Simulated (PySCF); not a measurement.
**CH8Si2 (SMILES [SiH3]C[SiH3]) at 4 levels**

We compute a comparison of 4 runs (M06-2X/def2-SVP, PBE/def2-SVP, wB97X/def2-SVP, CCSD(T)/def2-SVP) of CH8Si2. The job is set up through a Python script.

The results are computed with PySCF 2.14.0.

## (1) Starting point

CH8Si2 has 11 atoms, charge 0, and is taken as a singlet. As SMILES, `[SiH3]C[SiH3]`. The Si1–H6 distance was set to 3.272 Å, away from the relaxed value. At this shape a bond of the SMILES string is far longer than usual.

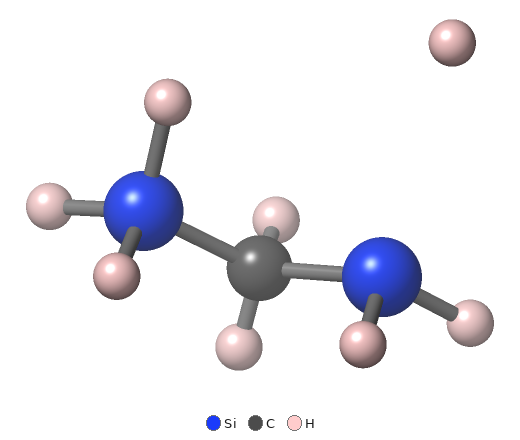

Viewed from a chosen angle; silicon blue, carbon dark grey, hydrogen pink.

## (2) The energy at M06-2X/def2-SVP (run 1)

Input file calc.py:

```python
from pyscf import gto, dft

molecule = gto.Mole()
molecule.atom = '''
Si    -0.793215     0.552222    -2.023762
C      0.079425    -1.103938    -2.044692
Si     1.700945    -1.134838    -1.109512
H     -2.070035     0.494302    -2.785592
H      0.072255     1.596422    -2.634662
H     -1.463790     1.436810     1.054620
H     -0.588335    -1.860118    -1.618372
H      0.266325    -1.391328    -3.084872
H      1.476415    -0.786868     0.319158
H      2.647825    -0.145778    -1.690702
H      2.329825    -2.481878    -1.172642
'''
molecule.max_memory = 1860
molecule.basis = 'def2-svp'
molecule.verbose = 3
molecule.build()

ks = dft.RKS(molecule, xc='m06-2x')
ks.conv_tol = 1e-10
ks.grids.level = 5
ks.kernel()
if not ks.converged:
    ks = ks.newton().run(ks.mo_coeff, ks.mo_occ)

etot = ks.e_tot
print(f'total energy: {etot:.8f} hartree')
```

Command:

```bash
OMP_NUM_THREADS=1 python calc.py
```

Log:

```text
converged SCF energy = -621.43841350868
total energy: -621.43841351 hartree
```

Run time: 36 s. Hardware: 1 thread of Intel Xeon at 2.70GHz, shared host; peak memory 0.48 GiB.

## (3) A single-point energy at PBE/def2-SVP (run 2)

Input file run.py:

```python
from pyscf import gto, dft

molecule = gto.M(
    atom='''
Si    -1.498959     1.043548    -3.824356
C      0.150091    -2.086140    -3.863908
Si     3.214320    -2.144533    -2.096674
H     -3.911799     0.934095    -5.264006
H      0.136542     3.016800    -4.978790
H     -2.766162     2.715177     1.992943
H     -1.111792    -3.515114    -3.058280
H      0.503281    -2.629229    -5.829563
H      2.790020    -1.486965     0.603121
H      5.003664    -0.275480    -3.194964
H      4.402731    -4.690070    -2.215972
''',
    basis='def2-svp',
    unit='bohr',
    verbose=4,
    max_memory=1860,
    spin=0,
    charge=0,
)

mf = dft.RKS(molecule, xc='pbe')
mf.grids.level = 5
mf.conv_tol = 1e-10
mf.kernel()
if not mf.converged:
    mf = mf.newton().run(mf.mo_coeff, mf.mo_occ)

e_tot = mf.e_tot
print(f'total energy: {e_tot:.8f} hartree')
```

Command:

```bash
OMP_NUM_THREADS=1 python run.py
```

Log:

```text
PySCF version 2.14.0

[... 92 lines left out ...]
converged SCF energy = -621.152361366159
total energy: -621.15236137 hartree
```

Run time: 44 s. Hardware: 1 thread of Intel Xeon at 2.70GHz, shared host; peak memory 0.46 GiB.

## (4) A single-point energy at wB97X/def2-SVP (run 3)

Input file calc.py:

```python
from pyscf import gto, dft

mol = gto.M(
    atom='''
Si    -0.793215     0.552222    -2.023762
C      0.079425    -1.103938    -2.044692
Si     1.700945    -1.134838    -1.109512
H     -2.070035     0.494302    -2.785592
H      0.072255     1.596422    -2.634662
H     -1.463790     1.436810     1.054620
H     -0.588335    -1.860118    -1.618372
H      0.266325    -1.391328    -3.084872
H      1.476415    -0.786868     0.319158
H      2.647825    -0.145778    -1.690702
H      2.329825    -2.481878    -1.172642
''',
    max_memory=1860,
    charge=0,
    verbose=3,
    basis='def2-svp',
)

myscf = dft.RKS(mol, xc='wb97x')
myscf.conv_tol = 1e-10
myscf.grids.level = 5
myscf.kernel()
if not myscf.converged:
    myscf = myscf.newton().run(myscf.mo_coeff, myscf.mo_occ)

e_final = myscf.e_tot
print('Final energy', e_final)
```

Command:

```bash
OMP_NUM_THREADS=1 python calc.py
```

Log:

```text
converged SCF energy = -621.483047578944
Final energy -621.4830475789444
```

Run time: 31 s. Hardware: 1 thread of Intel Xeon at 2.70GHz, shared host; peak memory 0.46 GiB.

## (5) The energy at CCSD(T)/def2-SVP (run 4)

Input file start.xyz:

```xyz
11
CH8Si2
Si    -0.793215     0.552222    -2.023762
C      0.079425    -1.103938    -2.044692
Si     1.700945    -1.134838    -1.109512
H     -2.070035     0.494302    -2.785592
H      0.072255     1.596422    -2.634662
H     -1.463790     1.436810     1.054620
H     -0.588335    -1.860118    -1.618372
H      0.266325    -1.391328    -3.084872
H      1.476415    -0.786868     0.319158
H      2.647825    -0.145778    -1.690702
H      2.329825    -2.481878    -1.172642
```

Input file run.py:

```python
from pyscf import gto, cc

system = gto.M(
    atom='start.xyz',
    max_memory=1860,
    verbose=3,
    basis='def2-svp',
)

hf = system.RHF()
hf.conv_tol = 1e-10
hf.kernel()
if not hf.converged:
    hf = hf.newton().run(hf.mo_coeff, hf.mo_occ)

mycc = cc.CCSD(hf, frozen=11)
mycc.kernel()
e_t = mycc.ccsd_t()
e_tot = mycc.e_tot + e_t
print(f'total energy: {e_tot:.8f} hartree')
```

Command:

```bash
OMP_NUM_THREADS=1 python run.py
```

Log:

```text
converged SCF energy = -619.984134289516
E(CCSD) = -620.4474974091856  E_corr = -0.4633631196692553
CCSD(T) correction = -0.0208822357016467
total energy: -620.46837964 hartree
```

Wall time 26 s (1 thread of Intel Xeon at 2.70GHz, shared host); peak memory 0.42 GiB.

## (6) All runs side by side

| run | level | integration grid | frozen core orbitals | energy (Eh) | dipole moment (D) of the reference | HOMO energy (eV) | LUMO energy (eV) | wall time |
| --- | --- | --- | --- | --- | --- | --- | --- | --- |
| 1 | M06-2X/def2-SVP | 5 | – | -621.438414 | 3.37 | -6.97 | -2.74 | 36 s |
| 2 | PBE/def2-SVP | 5 | – | -621.152361 | 3.05 | -5.51 | -4.10 | 44 s |
| 3 | wB97X/def2-SVP | 5 | – | -621.483048 | 3.74 | -8.16 | -1.63 | 31 s |
| 4 | CCSD(T)/def2-SVP | – | 11 | -620.468380 | 4.53 | -7.78 | -0.58 | 26 s |

## (7) Outcome

| quantity | value |
| --- | --- |
| run 4: total energy | -620.46838 Eh |
| run 4: dipole moment (Hartree–Fock density) | 4.53 D |
| run 4: HOMO energy (Hartree–Fock orbitals) | -7.78 eV |
| run 4: LUMO energy (Hartree–Fock orbitals) | -0.58 eV |
| run 4: HOMO–LUMO gap (Hartree–Fock orbitals) | 7.21 eV |
| run 4: correlation energy (11 core orbitals frozen) | -484.2 mEh |
| run 4: (T) correction | -20.88 mEh |
| run 4: T1 diagnostic | 0.041 |

In words: Over runs 1, 2, 3 the dipole moment (its size) runs from 3.05 D (PBE/def2-SVP) to 3.74 D (wB97X/def2-SVP). Over runs 1, 2, 3 the HOMO–LUMO gap runs from 1.41 eV (PBE/def2-SVP) to 6.53 eV (wB97X/def2-SVP). Totals of different functionals can't be ranked against each other. In run 4 the T1 diagnostic is large, so a single reference may not serve. In runs 1, 2, 3, 4 a closed-shell determinant meets a far-stretched bond, which it describes badly. All runs together took 2.3 min, the longest 44 s.
